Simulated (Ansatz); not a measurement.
# WHClF5: frequency calculation

WHClF5, multiplicity 2, computed with UKS PBE/def2-SVP (Ansatz 0.2.0).

It belongs to a series of runs on one base structure; here: vibrations at the highest image of the band.

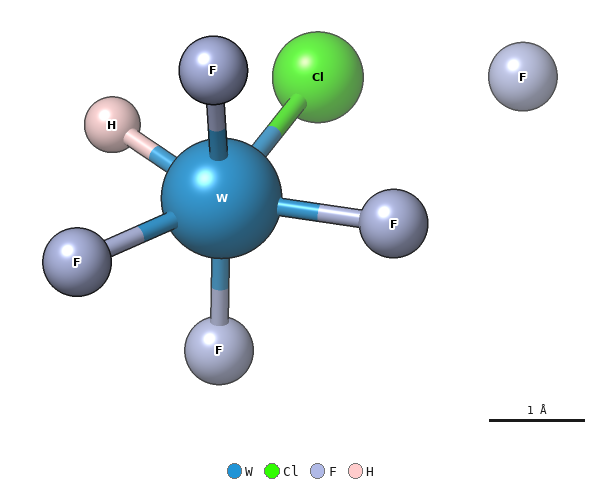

**Figure 1.** The structure as given in the input (ball-and-stick view, seen at a tilt). Sticks mark near contacts. Bond lengths as drawn: Cl–W 2.36 Å, F–W 1.85 to 1.88 Å and H–W 1.72 Å.

## The input
```yaml
crystal:
  periodic: [false, false, false]
  atoms:
    - { symbol: W, position_ang: [-0.006506, 0.070537, 0.064067] }
    - { symbol: Cl, position_ang: [-0.000574, -0.831976, 2.241488] }
    - { symbol: F, position_ang: [1.831696, 0.205935, -0.131086] }
    - { symbol: F, position_ang: [8.3e-05, 1.655949, 1.074242] }
    - { symbol: F, position_ang: [-1.849277, 0.172762, -0.106847] }
    - { symbol: H, position_ang: [0.042069, -1.645879, 0.063373] }
    - { symbol: F, position_ang: [-0.019895, -0.142671, -1.791523] }
    - { symbol: F, position_ang: [0.002404, 0.645343, 3.816284] }
magnetization:
  spin_polarized: true
  initial_magnetization: 1
basis:
  gaussian: { orbitals: def2-SVP }
hamiltonian:
  xc: pbe
phonons: {}
```

Run on 4 threads of Arm Neoverse V1, 24 GiB of memory available, shared host.

Launched with:
```bash
ansatz run input.yaml --threads 4 --pin off --max-ram 5120MiB --backend cpu --events-out ev --progress --plain --runs-dir out
```

## Log
```
Engine: ansatz 0.2.0, aarch64-unknown-linux-gnu
Functional definition: PBE
  parameter kappa = 0.804
  parameter beta = 0.06672455060314922
  exchange = pbe_x(kappa = kappa, mu = beta*pi^2/3)
  correlation = pbe_c(beta = beta)
1300 factors; their error is unknown
mean field evaluation 1: about -27906.6165 eV, gradient 6.0e1 eV
mean field evaluation 2: about -27440.1993 eV, gradient 2.3e2 eV
mean field evaluation 4: about -27919.5569 eV, gradient 1.3e1 eV
mean field evaluation 8: about -27920.5924 eV, gradient 3.5e0 eV
mean field evaluation 16: about -27920.5756 eV, gradient 8.4e-2 eV
mean field evaluation 32: about -27917.4723 eV, gradient 1.7e1 eV
mean field evaluation 64: about -27911.6260 eV, gradient 2.0e1 eV
mean field evaluation 96: about -27920.3866 eV, gradient 2.0e0 eV
mean field -27920.57564505 eV, -1026.0622297096 hartree, gradient 1.2e-5 eV, S^2 0.754629; 6 other end points of the search recorded, 0 dependent functions left out
the calculation of the forces begins
reference -27920.57571391 eV, -1026.0622322402 hartree; 39, 38 occupied and 86, 87 virtual orbitals, 1300 factors
these checks for a lower state are left out or cut short: stability, starts, cluster_reference, orbital_swaps, neighbouring_geometries, increment
1300 factors; their error is unknown
mean field -27920.57542122 eV, -1026.0622214840 hartree, gradient 2.0e-6 eV, S^2 0.754628; 0 other end points of the search recorded, 0 dependent functions left out
[... from here on the field's lines of each further geometry are left out, up to the last ...]
the calculation of the forces begins
reference -27920.57568467 eV, -1026.0622311659 hartree; 39, 38 occupied and 86, 87 virtual orbitals, 1300 factors
these checks for a lower state are left out or cut short: stability, starts, cluster_reference, orbital_swaps, neighbouring_geometries, increment
1300 factors; their error is unknown
mean field -27920.57565783 eV, -1026.0622301794 hartree, gradient 3.0e-6 eV, S^2 0.754640; 0 other end points of the search recorded, 0 dependent functions left out
the calculation of the forces begins
reference -27920.57572670 eV, -1026.0622327101 hartree; 39, 38 occupied and 86, 87 virtual orbitals, 1300 factors
WARN: phonons: modes at or below zero, which the zero-point energy, F, S and C_V leave out: 2, the lowest at -174.29 cm⁻¹. A minimum has none, and a first-order saddle one
Total energy: -27920.57571391 eV, -1026.0622322402 hartree
Atom 0 at    -0.006506     0.070537     0.064067 Å, force    -0.012755    -0.016728     0.022391 eV/Å
Atom 1 at    -0.000574    -0.831976     2.241488 Å, force    -0.017469     0.010860    -0.004216 eV/Å
Atom 2 at     1.831696     0.205935    -0.131086 Å, force     0.007440     0.009935    -0.010959 eV/Å
Atom 3 at     0.000083     1.655949     1.074242 Å, force     0.015657     0.005550    -0.001986 eV/Å
Atom 4 at    -1.849277     0.172762    -0.106847 Å, force    -0.006280    -0.000797     0.003676 eV/Å
Atom 5 at     0.042069    -1.645879     0.063373 Å, force     0.011968     0.002080     0.000523 eV/Å
Atom 6 at    -0.019895    -0.142671    -1.791523 Å, force     0.001746    -0.001334    -0.001018 eV/Å
Atom 7 at     0.002404     0.645343     3.816284 Å, force    -0.000305    -0.009566    -0.008411 eV/Å
Dipole moment:    -0.005465    -0.235833    -0.580548 e Å
Vibrations: -174.29 -17.80 60.64 82.16 172.69 182.03 196.39 227.11 285.27 310.72 342.25 422.66 644.80 678.46 711.01 712.79 908.81 1990.36 cm⁻¹, zero-point energy 0.491483 eV
```

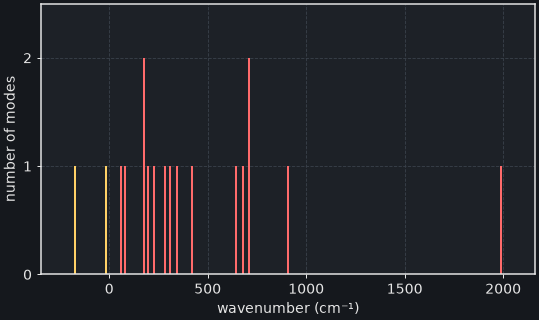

**Figure 2.** Harmonic vibrational wavenumbers from the force constants; neighbouring modes closer than 10 cm⁻¹ are counted in one stick, and imaginary ones are drawn at negative wavenumbers. 18 modes from 174i to 1990 cm⁻¹, 2 imaginary beyond 8i (174i, 17i cm⁻¹): not a minimum.

## Results in brief

- outcome: converged
- total energy: −27920.5757 eV
- mean-field energy: −27920.5757 eV
- ⟨S²⟩: 0.755
- largest force (length of the vector): 0.031 eV/Å
- wall time: 1.7 min (CPU time 6.3 min)
- peak memory: 0.28 GiB
